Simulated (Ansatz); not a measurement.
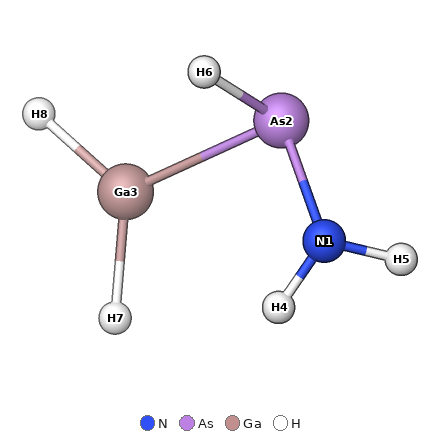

The system is AsGaH₅N, SMILES N[AsH][GaH2]; the picture shows the reference structure. 
- Coordinates scanned: (1) dihedral H4–N1–As2–Ga3; (2) dihedral N1–As2–Ga3–H7.
- Nothing is relaxed (all other coordinates rigid).
- Grid: 10 × 10 points.
- All energies are given in cm⁻¹ relative to the lowest grid point.
- Theory: RKS PBE-D4/def2-TZVP (Ansatz).

Its coordinates:

```yaml
atoms:
  - { symbol: N, position_ang: [-0.4046, 1.5400, -0.7608] }
  - { symbol: As, position_ang: [-1.2622, 0.1020, 0.1406] }
  - { symbol: Ga, position_ang: [0.5983, -1.4259, 0.4965] }
  - { symbol: H, position_ang: [0.5818, 1.3477, -0.9478] }
  - { symbol: H, position_ang: [-0.8638, 1.6446, -1.6679] }
  - { symbol: H, position_ang: [-1.0429, 0.6366, 1.5740] }
  - { symbol: H, position_ang: [1.8728, -1.2953, -0.4405] }
  - { symbol: H, position_ang: [0.5207, -2.5496, 1.6059] }
```

Range: dihedral H4–N1–As2–Ga3 from −180 to 144°; dihedral N1–As2–Ga3–H7 from −180 to 144°.

Question: What will the energy surface look like?

Answer: The lowest grid point is at dihedral H4–N1–As2–Ga3 = 0°, dihedral N1–As2–Ga3–H7 = −36°. The bottom of the well lies between grid points, at about dihedral H4–N1–As2–Ga3 = 0°, dihedral N1–As2–Ga3–H7 = −20°, about 96.9 cm⁻¹ lower on the interpolated surface. Higher local minima lie near dihedral H4–N1–As2–Ga3 = 0°, dihedral N1–As2–Ga3–H7 = 144° (28 cm⁻¹ above the lowest at that grid point); dihedral H4–N1–As2–Ga3 = −180°, dihedral N1–As2–Ga3–H7 = −180° (516 cm⁻¹ above the lowest at that grid point); dihedral H4–N1–As2–Ga3 = −180°, dihedral N1–As2–Ga3–H7 = 0° (550 cm⁻¹ above the lowest at that grid point). The highest grid point, dihedral H4–N1–As2–Ga3 = −108°, dihedral N1–As2–Ga3–H7 = 72°, lies 2822 cm⁻¹ above the lowest. On the interpolated surface the easiest way out of the lowest well to the well at about dihedral H4–N1–As2–Ga3 = −175°, dihedral N1–As2–Ga3–H7 = −15° passes a barrier of about 1100 cm⁻¹, counted from the interpolated bottom of the well. Round the minimum the two coordinates are weakly coupled (coupling 0.11 in units of the two stiffnesses).

| dihedral N1–As2–Ga3–H7 ↓, dihedral H4–N1–As2–Ga3 → | −180 | −144 | −108 | −72 | −36 | 0 | 36 | 72 | 108 | 144 |
| --- | --- | --- | --- | --- | --- | --- | --- | --- | --- | --- |
| 144 | 587 | 963 | 1330 | 960 | 326 | 28 | 253 | 832 | 1097 | 835 |
| 108 | 1450 | 2041 | 2403 | 1696 | 988 | 958 | 1302 | 1779 | 1886 | 1575 |
| 72 | 1950 | 2431 | 2822 | 2142 | 1461 | 1708 | 2255 | 2574 | 2496 | 2136 |
| 36 | 1316 | 1495 | 1947 | 1625 | 1006 | 1125 | 1675 | 2014 | 2017 | 1680 |
| 0 | 550 | 664 | 1056 | 931 | 357 | 119 | 468 | 984 | 1200 | 934 |
| −36 | 592 | 948 | 1268 | 890 | 288 | 0 | 215 | 790 | 1062 | 823 |
| −72 | 1404 | 1990 | 2348 | 1654 | 971 | 932 | 1238 | 1697 | 1818 | 1524 |
| −108 | 1891 | 2385 | 2816 | 2169 | 1502 | 1710 | 2193 | 2496 | 2443 | 2088 |
| −144 | 1276 | 1488 | 1999 | 1707 | 1093 | 1173 | 1654 | 1978 | 1998 | 1655 |
| −180 | 516 | 664 | 1124 | 1015 | 422 | 165 | 481 | 984 | 1200 | 916 |

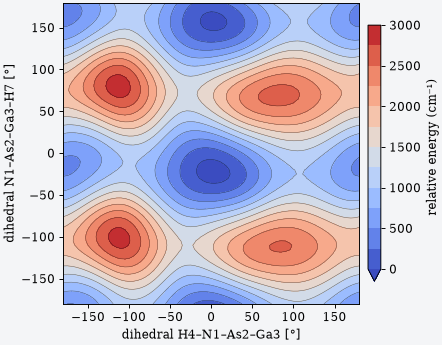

In the figure: filled contours. Between grid points the surface is interpolated.

Each point was launched as `ansatz run input.yaml --threads 1 --pin off --max-ram 2560MiB --backend cpu --events-out ev --progress --plain --runs-dir out`. Time for the 100 points that were run: 8.8 min on 1 thread of Arm Neoverse V2 (shared host).
